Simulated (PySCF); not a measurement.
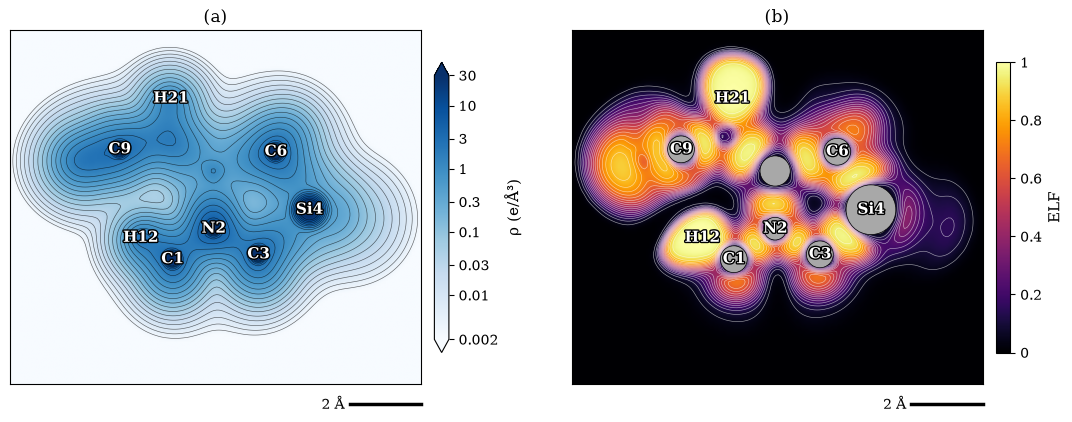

C$_{5}$H$_{11}$ClN$_{2}$Si$_{2}$. (a) electron density; (b) ELF on the plane of atoms N2, C1 and H12. Grey discs cover the atomic cores in the ELF map.

Geometry: GFN2-xTB.

These are results of PySCF 2.14.0, PBE0/pcSseg-1, SCF density, gas phase, non-relativistic, not measurements.

Input

```
{"job": {"kind": "nmr", "xc": "PBE0", "basis": "pcSseg-1"}, "charge": 0, "multiplicity": 1}
C     -0.091152    -1.098902    -1.852639
N     -0.343321    -0.192855    -0.757028
C     -1.538027     0.611775    -0.930048
Si    -1.696055     1.819245     0.541048
Cl    -3.450644     1.505558     1.484606
C     -0.237111     1.260021     1.608865
Si     0.285780    -0.391590     0.824467
C      2.192987    -0.540175     0.707342
C      2.559750    -1.817451     0.199727
N      2.825158    -2.852526    -0.213063
H      0.014486    -0.534884    -2.783735
H      0.825147    -1.653845    -1.671079
H     -0.910065    -1.815322    -1.977082
H     -1.462001     1.141534    -1.885473
H     -2.422463    -0.034856    -1.008044
H     -1.637146     3.215979     0.110983
H      0.567321     1.990019     1.585604
H     -0.509952     1.130840     2.651647
H     -0.216051    -1.532868     1.614724
H      2.601357     0.229650     0.052189
H      2.633084    -0.422405     1.696516
```

Run with:

```sh
OMP_NUM_THREADS=1 python probes_run.py task.json out
```

What do the fields say about this system?

Answer. Atoms in the plane: C, N, Si and H. C–Si (1.89 Å): ρ at the midpoint is about 0.92 e/Å³; the ELF peaks at about 0.95 between the atoms, as expected for a covalent bond. C–H (1.09 Å): ρ is about 2 e/Å³ halfway; the ELF climbs to about 1 towards the hydrogen, as it does in any bond to H: a covalent bond by its length. The ELF also peaks beside N10, away from the bonds: lone-pair regions.
